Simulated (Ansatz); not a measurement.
```sh
ansatz run in.yaml --threads 2 --pin off --events-out ev --progress --plain --max-ram 4352MiB
```

```yaml
crystal:
  periodic: [false, false, false]
  atoms:
    - {symbol: N, position_ang: [1.645696, 0.938538, 0.192961]}
    - {symbol: C, position_ang: [1.378029, -0.267101, 0.000382]}
    - {symbol: F, position_ang: [2.362364, -1.137545, -0.107943]}
    - {symbol: O, position_ang: [0.226866, -0.916464, -0.129506]}
    - {symbol: Si, position_ang: [-1.279500, -0.187510, -0.070111]}
    - {symbol: H, position_ang: [0.821628, 1.525602, 0.262606]}
    - {symbol: H, position_ang: [-1.374699, 0.826091, -1.148140]}
    - {symbol: H, position_ang: [-2.236255, -1.292892, -0.267025]}
    - {symbol: H, position_ang: [-1.455528, 0.464982, 1.249674]}
basis:
  gaussian: {orbitals: def2-TZVPP}
hamiltonian: {xc: {name: B2PLYP}}
```

Work out the structure from the coordinates.

It has 9 atoms: 1 carbon, 4 hydrogen, 1 fluorine, 1 nitrogen, 1 oxygen and 1 silicon (CH4FNOSi). Its SMILES string is `[H]/N=C(/F)O[SiH3]`. It has no ring. Among its groups: imine, C–F bond, Si–H bond, Si–O bond. The point group is Cs. Coordination: 1 N bent; 1 C trigonal planar; 1 O bent; 1 Si tetrahedral.

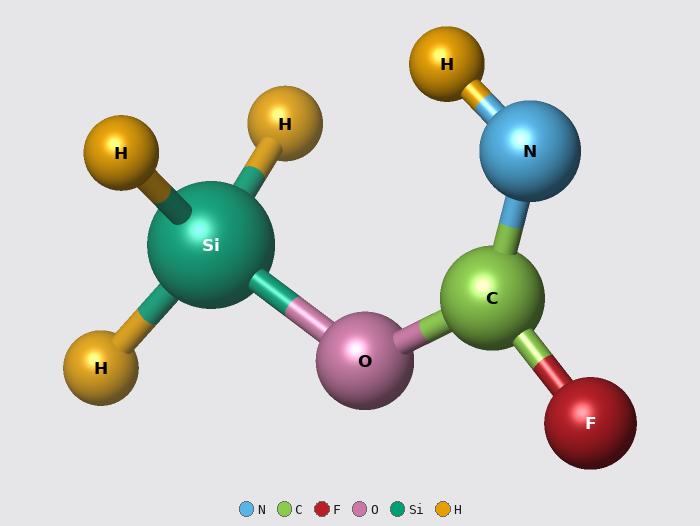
